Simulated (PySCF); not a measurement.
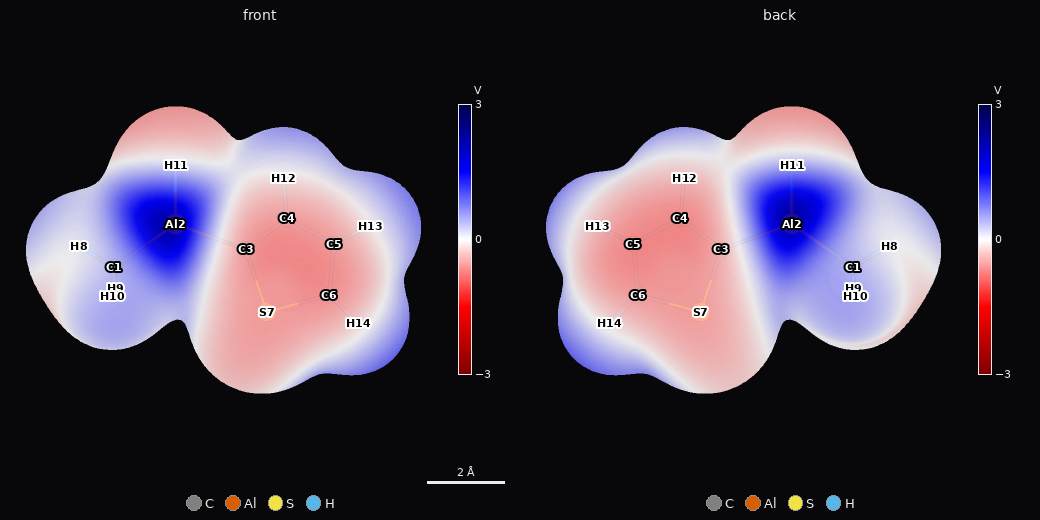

Figure. C5H7AlS (SMILES [CH3][AlH][c]1cccs1). The electrostatic potential painted on the density surface at 0.001 e/bohr³, seen from the front and from behind; red is negative and blue positive.

Geometry: GFN2-xTB.

Level of theory: PBE0/pcSseg-1, SCF density, gas phase, non-relativistic (PySCF).

The calculation's input:

```
{"job": {"kind": "nmr", "xc": "PBE0", "basis": "pcSseg-1"}, "charge": 0, "multiplicity": 1}
C     -3.077882    -0.558792    -0.275909
Al    -1.519732     0.665702    -0.216327
C      0.366513     0.094778    -0.232607
C      1.419109     0.971745    -0.103014
C      2.691244     0.365687    -0.126704
C      2.614222    -0.982805    -0.277024
S      0.991013    -1.529154    -0.389306
H     -4.042447    -0.046379    -0.185259
H     -3.109240    -1.130461    -1.212204
H     -3.035247    -1.303703     0.529223
H     -1.593027     2.208009    -0.148182
H      1.261565     2.035087     0.006303
H      3.618696     0.904483    -0.035907
H      3.414536    -1.694668    -0.330299
```

Command:

```sh
OMP_NUM_THREADS=1 python probes_run.py task.json out
```

Question: Where is the surface potential most negative and most positive?

Answer: The most negative region (about −0.7 V) lies over the π face of C3, C4, C5 and C6, the most positive (about +2.0 V) over Al2.
